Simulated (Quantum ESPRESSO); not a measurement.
## CaMnO3: parallel moments in the primitive cell

Wanted: the size of the moments of CaMnO3 in the parallel state.

Calculated with Quantum ESPRESSO 7.5; PBEsol with U = 4 eV on Mn d (ortho-atomic projectors); plane waves with GBRV 1.5 PBEsol potentials, no spin-orbit coupling.

**1. Set-up**

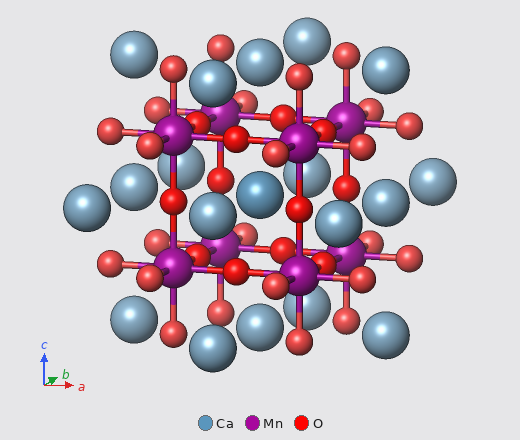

The cell as given, slightly off an axis (calcium blue, manganese purple, oxygen red). Some periodic images of atoms are drawn too.

As a file:

```cif
data_structure
_symmetry_space_group_name_H-M 'Pm-3m'
_symmetry_Int_Tables_number 221
_cell_length_a 3.8017
_cell_length_b 3.8017
_cell_length_c 3.8017
_cell_angle_alpha 90.000
_cell_angle_beta 90.000
_cell_angle_gamma 90.000
_cell_volume 54.95
loop_
_atom_site_label
_atom_site_type_symbol
_atom_site_symmetry_multiplicity
_atom_site_Wyckoff_symbol
_atom_site_fract_x
_atom_site_fract_y
_atom_site_fract_z
_atom_site_occupancy
Ca1 Ca 1 b 0.50000 0.50000 0.50000 1
Mn1 Mn 1 a 0.00000 0.00000 0.00000 1
O1 O 3 d 0.50000 0.00000 0.00000 1
```

The cell comes from Materials Project 2023-11-01, a database of computed structures, and need not be the stable phase.

**2. Run 1 (ferro +)**

The signs are those of the starting moments on the seeded atoms, the atoms that are given a moment.

Input file pw.in:

```
&CONTROL
  calculation = 'scf'
  prefix = 'pwscf'
  outdir = './tmp'
  pseudo_dir = './pseudo'
  disk_io = 'nowf'
  tprnfor = .true.
  tstress = .true.
/
&SYSTEM
  ibrav = 0
  nat = 5
  ntyp = 3
  ecutwfc = 50
  ecutrho = 350
  nbnd = 33
  occupations = 'smearing'
  smearing = 'mv'
  degauss = 0.01984463
  nspin = 2
  starting_magnetization(1) = 0
  starting_magnetization(2) = 0.3
  starting_magnetization(3) = 0
/
&ELECTRONS
  conv_thr = 1d-08
  electron_maxstep = 150
  mixing_beta = 0.3
  startingwfc = 'atomic'
/
ATOMIC_SPECIES
Ca     40.0780 ca_pbesol_v1.uspp.F.UPF
Mn     54.9380 mn_pbesol_v1.5.uspp.F.UPF
O      15.9990 o_pbesol_v1.2.uspp.F.UPF
CELL_PARAMETERS bohr
   7.1842020436    0.0000000000    0.0000000000
   0.0000000000    7.1842020436    0.0000000000
   0.0000000000    0.0000000000    7.1842020436
ATOMIC_POSITIONS crystal
Ca      0.5000000000    0.5000000000    0.5000000000
Mn      0.0000000000    0.0000000000    0.0000000000
O       0.5000000000    0.0000000000    0.0000000000
O       0.0000000000    0.5000000000    0.0000000000
O       0.0000000000    0.0000000000    0.5000000000
K_POINTS automatic
6 6 6 0 0 0
HUBBARD {ortho-atomic}
U Mn-3d 4.0000
```

The run is started by

```sh
$ OMP_NUM_THREADS=1 mpirun -n 2 pw.x -nk 2 -in pw.in > pw.out
```

The log of the run:

```text
Program PWSCF v.7.5 starts

     Message from routine setup:
     using ibrav=0 with symmetry is DISCOURAGED, use correct ibrav instead

     K-points division:     npool     =       2
     Subspace diagonalization in iterative solution of the eigenvalue problem:

     G-vector sticks info
     --------------------
     sticks:   dense  smooth     PW     G-vecs:    dense   smooth      PW
     Sum        1441     829    249                40843    17773    2969

     Using Slab Decomposition

     bravais-lattice index     =            0
     lattice parameter (alat)  =       7.1842  a.u.
     unit-cell volume          =     370.7965 (a.u.)^3
     number of atoms/cell      =            5
     number of atomic types    =            3
     number of electrons       =        43.00
     number of Kohn-Sham states=           33
     kinetic-energy cutoff     =      50.0000  Ry
     charge density cutoff     =     350.0000  Ry
     scf convergence threshold =      1.0E-08
     mixing beta               =       0.3000
     number of iterations used =            8  plain     mixing
     Exchange-correlation= SLA  PW   PSX  PSC
                           (   1   4  10   8   0   0   0)
     Hubbard projectors: ortho-atomic
     Hubbard parameters of DFT+U (Dudarev formulation) in eV:
     U(Mn-3d) =  4.0000

     Internal variables: lda_plus_u =T, lda_plus_u_kind = 0

     Internal variables: orbital_resolved =F, hub_pot_fix =F, apply_U = F

     celldm(1)=   7.184202  celldm(2)=   0.000000  celldm(3)=   0.000000
     celldm(4)=   0.000000  celldm(5)=   0.000000  celldm(6)=   0.000000

     crystal axes: (cart. coord. in units of alat)
               a(1) = (   1.000000   0.000000   0.000000 )
               a(2) = (   0.000000   1.000000   0.000000 )
               a(3) = (   0.000000   0.000000   1.000000 )

     reciprocal axes: (cart. coord. in units 2 pi/alat)
               b(1) = (  1.000000  0.000000  0.000000 )
               b(2) = (  0.000000  1.000000  0.000000 )
               b(3) = (  0.000000  0.000000  1.000000 )

     PseudoPot. # 1 for Ca read from file:
     ca_pbesol_v1.uspp.F.UPF
     Pseudo is Ultrasoft + core correction, Zval = 10.0
     Generated by new atomic code, or converted to UPF format
     Using radial grid of  845 points,  6 beta functions with:
                l(1) =   0
                l(2) =   0
                l(3) =   1
                l(4) =   1
                l(5) =   2
                l(6) =   2
     Q(r) pseudized with  8 coefficients,  rinner =    1.500   1.500   1.500
                                                       1.500   1.500

     PseudoPot. # 2 for Mn read from file:
     mn_pbesol_v1.5.uspp.F.UPF
     Pseudo is Ultrasoft + core correction, Zval = 15.0
     Generated by new atomic code, or converted to UPF format
     Using radial grid of  859 points,  6 beta functions with:
                l(1) =   0
                l(2) =   0
                l(3) =   1
                l(4) =   1
                l(5) =   2
                l(6) =   2
     Q(r) pseudized with  8 coefficients,  rinner =    0.950   0.950   0.950
                                                       0.950   0.950

     PseudoPot. # 3 for O  read from file:
     o_pbesol_v1.2.uspp.F.UPF
     Pseudo is Ultrasoft + core correction, Zval =  6.0
     Generated by new atomic code, or converted to UPF format
     Using radial grid of  737 points,  5 beta functions with:
                l(1) =   0
                l(2) =   0
                l(3) =   1
                l(4) =   1
                l(5) =   2
     Q(r) pseudized with  8 coefficients,  rinner =    0.900   0.900   0.900
                                                       0.900   0.900

     atomic species   valence    mass     pseudopotential
     Ca               10.00    40.07800     Ca( 1.00)
     Mn               15.00    54.93800     Mn( 1.00)
     O                 6.00    15.99900     O ( 1.00)

     Starting magnetic structure
     atomic species   magnetization
     Ca              0.000
     Mn              0.300
     O               0.000

     48 Sym. Ops., with inversion, found

   Cartesian axes

     site n.     atom                  positions (alat units)
         1        Ca     tau(   1) = (   0.5000000   0.5000000   0.5000000  )
         2        Mn     tau(   2) = (   0.0000000   0.0000000   0.0000000  )
         3        O      tau(   3) = (   0.5000000   0.0000000   0.0000000  )
         4        O      tau(   4) = (   0.0000000   0.5000000   0.0000000  )
         5        O      tau(   5) = (   0.0000000   0.0000000   0.5000000  )

     number of k points=    20  Marzari-Vanderbilt smearing, width (Ry)=  0.0198
                       cart. coord. in units 2pi/alat
        k(    1) = (   0.0000000   0.0000000   0.0000000), wk =   0.0046296
        k(    2) = (   0.0000000   0.0000000   0.1666667), wk =   0.0277778
        k(    3) = (   0.0000000   0.0000000   0.3333333), wk =   0.0277778
        k(    4) = (   0.0000000   0.0000000  -0.5000000), wk =   0.0138889
        k(    5) = (   0.0000000   0.1666667   0.1666667), wk =   0.0555556
        [... 15 further k-points ...]

     Dense  grid:    40843 G-vectors     FFT dimensions: (  45,  45,  45)

     Smooth grid:    17773 G-vectors     FFT dimensions: (  36,  36,  36)

     Check: negative core charge=   -0.000008
     Generating pointlists ...
     new r_m :   0.2917 (alat units)  2.0955 (a.u.) for type    1
     new r_m :   0.2063 (alat units)  1.4817 (a.u.) for type    2
     new r_m :   0.2063 (alat units)  1.4817 (a.u.) for type    3

     Initial potential from superposition of free atoms

     starting charge      42.4947, renormalised to      43.0000

     STARTING HUBBARD OCCUPATIONS:

     =================== HUBBARD OCCUPATIONS ===================
     ------------------------ ATOM    2 ------------------------
     Tr[ns(  2)] (up, down, total) =   5.00000  0.00000  5.00000
     Atomic magnetic moment for atom   2 =   5.00000
     [... lines left out ...]
     Number of occupied Hubbard levels =    5.0000

     Atomic wfc used for Hubbard projectors are orthogonalized

     Starting wfcs are   35 atomic wfcs

     Self-consistent Calculation

     iteration #  1     ecut=    50.00 Ry     beta= 0.30
     Davidson diagonalization with overlap
     ethr =  1.00E-02,  avg # of iterations =  3.5

     =================== HUBBARD OCCUPATIONS ===================
     ------------------------ ATOM    2 ------------------------
     Tr[ns(  2)] (up, down, total) =   3.58147  0.37983  3.96130
     Atomic magnetic moment for atom   2 =   3.20164
     [... lines left out ...]
     Number of occupied Hubbard levels =    3.9613

     total energy              =    -382.30975062 Ry
     estimated scf accuracy    <       2.26659609 Ry

     total magnetization       =     3.00 Bohr mag/cell
     absolute magnetization    =     3.42 Bohr mag/cell

     iteration #  2     ecut=    50.00 Ry     beta= 0.30
     Davidson diagonalization with overlap
     ethr =  5.27E-03,  avg # of iterations =  2.0

     total energy              =    -382.69284659 Ry
     estimated scf accuracy    <       0.56010852 Ry

     total magnetization       =     3.49 Bohr mag/cell
     absolute magnetization    =     3.88 Bohr mag/cell

     iteration #  3     ecut=    50.00 Ry     beta= 0.30
     Davidson diagonalization with overlap
     ethr =  1.30E-03,  avg # of iterations =  1.2
     Minimization algorithm failed to find Fermi energy: reverting to bisection
     Possible cause: smearing is larger than the electronic band-gap.

     total energy              =    -382.76831900 Ry
     estimated scf accuracy    <       0.13249260 Ry

     total magnetization       =     3.11 Bohr mag/cell
     absolute magnetization    =     3.53 Bohr mag/cell

     [... further iterations left out ...]

     iteration # 13     ecut=    50.00 Ry     beta= 0.30
     Davidson diagonalization with overlap
     ethr =  3.92E-09,  avg # of iterations =  1.7

     negative rho (up, down):  0.000E+00 1.324E-04

     total energy              =    -382.80278314 Ry
     estimated scf accuracy    <       0.00000009 Ry

     total magnetization       =     3.29 Bohr mag/cell
     absolute magnetization    =     3.67 Bohr mag/cell

     iteration # 14     ecut=    50.00 Ry     beta= 0.30
     Davidson diagonalization with overlap
     ethr =  2.02E-10,  avg # of iterations =  2.0

     negative rho (up, down):  0.000E+00 1.324E-04

     total energy              =    -382.80278319 Ry
     estimated scf accuracy    <       0.00000002 Ry

     total magnetization       =     3.29 Bohr mag/cell
     absolute magnetization    =     3.67 Bohr mag/cell

     iteration # 15     ecut=    50.00 Ry     beta= 0.30
     Davidson diagonalization with overlap
     ethr =  3.88E-11,  avg # of iterations =  2.0

     negative rho (up, down):  0.000E+00 1.325E-04

     total energy              =    -382.80278321 Ry
     estimated scf accuracy    <       0.00000002 Ry

     total magnetization       =     3.29 Bohr mag/cell
     absolute magnetization    =     3.67 Bohr mag/cell

     iteration # 16     ecut=    50.00 Ry     beta= 0.30
     Davidson diagonalization with overlap
     ethr =  3.51E-11,  avg # of iterations =  2.0

     negative rho (up, down):  0.000E+00 1.325E-04

     Magnetic moment per site  (integrated on atomic sphere of radius R)
     atom   1 (R=0.292)  charge=  7.9927  magn=  0.0097
     atom   2 (R=0.206)  charge= 11.6929  magn=  2.7908
     atom   3 (R=0.206)  charge=  5.2296  magn=  0.0117
     atom   4 (R=0.206)  charge=  5.2296  magn=  0.0117
     atom   5 (R=0.206)  charge=  5.2296  magn=  0.0117

     End of self-consistent calculation

     =================== HUBBARD OCCUPATIONS ===================
     ------------------------ ATOM    2 ------------------------
     Tr[ns(  2)] (up, down, total) =   4.10423  0.94667  5.05090
     Atomic magnetic moment for atom   2 =   3.15756
     [... lines left out ...]
     Number of occupied Hubbard levels =    5.0509

     [... lines left out ...]
     the Fermi energy is     9.4520 ev

!    total energy              =    -382.80278322 Ry
     estimated scf accuracy    <          1.2E-09 Ry
     smearing contrib. (-TS)   =       0.00232633 Ry
     internal energy E=F+TS    =    -382.80510955 Ry

     The total energy is F=E-TS. E is the sum of the following terms:
     one-electron contribution =    -172.37583866 Ry
     hartree contribution      =     107.51630940 Ry
     xc contribution           =     -59.71831700 Ry
     ewald contribution        =    -258.40955407 Ry
     Hubbard energy            =       0.18229078 Ry

     total magnetization       =     3.29 Bohr mag/cell
     absolute magnetization    =     3.67 Bohr mag/cell

     convergence has been achieved in  16 iterations

     negative rho (up, down):  0.000E+00 1.325E-04

     Forces acting on atoms (cartesian axes, Ry/au):

     atom    1 type  1   force =     0.00000000    0.00000000    0.00000000
     atom    2 type  2   force =     0.00000000    0.00000000    0.00000000
     atom    3 type  3   force =     0.00000000    0.00000000    0.00000000
     atom    4 type  3   force =     0.00000000    0.00000000    0.00000000
     atom    5 type  3   force =     0.00000000    0.00000000    0.00000000

     Total force =     0.000000     Total SCF correction =     0.000000

     Computing stress (Cartesian axis) and pressure

     negative rho (up, down):  0.000E+00 1.325E-04
          total   stress  (Ry/bohr**3)                   (kbar)     P=      -66.79
  -0.00045403   0.00000000   0.00000000          -66.79        0.00        0.00
   0.00000000  -0.00045403   0.00000000            0.00      -66.79        0.00
   0.00000000   0.00000000  -0.00045403            0.00        0.00      -66.79

=------------------------------------------------------------------------------=
   JOB DONE.
=------------------------------------------------------------------------------=
```

Wall time 38 s (2 MPI ranks of Intel Xeon Platinum 8488C (Sapphire Rapids), shared host); peak memory 0.39 GiB.

Spin moment in the atom's sphere by atom:

```
atom  spin moment in the atom's sphere (μB)
 Ca1                                   0.01
 Mn2                                   2.79
  O3                                   0.01
  O4                                   0.01
  O5                                   0.01
```

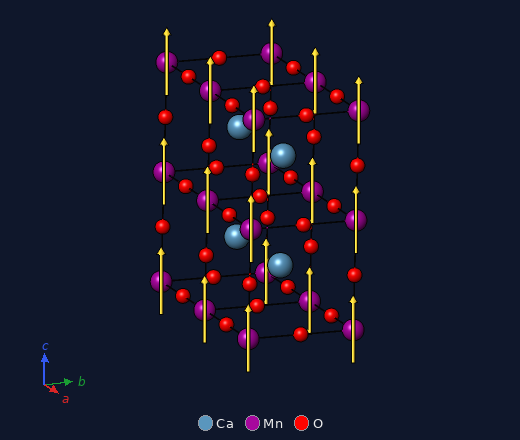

Spin moment in the atom's sphere as arrows, the longest 2.79 μB. Up and down stand for the sign. Arrows give size and sign along the axis of quantisation, drawn up and down the page. 2×1×2 cells are drawn. Some periodic images of atoms are drawn too.

Read from the output:

| Quantity | Value |
| --- | --- |
| smearing term TS | -0.03165 eV |
| pressure | -6.679 GPa |
| magnetization | 3.291 μB |
| absolute magnetization | 3.67 μB |
| final state | ferromagnetic |

(Part 1 of 2 ends here.)

[Logs and program files are shortened in this print: banners, set-up blocks, solver, clock and traceback lines can be left out without a mark of their own.]

[Logs are printed without paths, hosts, clocks, repeated set-up lines and the standing remarks that a program may print on its own settings, such as how far it seeks lower states.]

[Hosts, paths, dates, database ids (printed as entryN), source tags and the programs' standing remarks are cut or masked in the printed files.]

[Where a cell is said to come from a database of computed structures, the database is the Materials Project.]
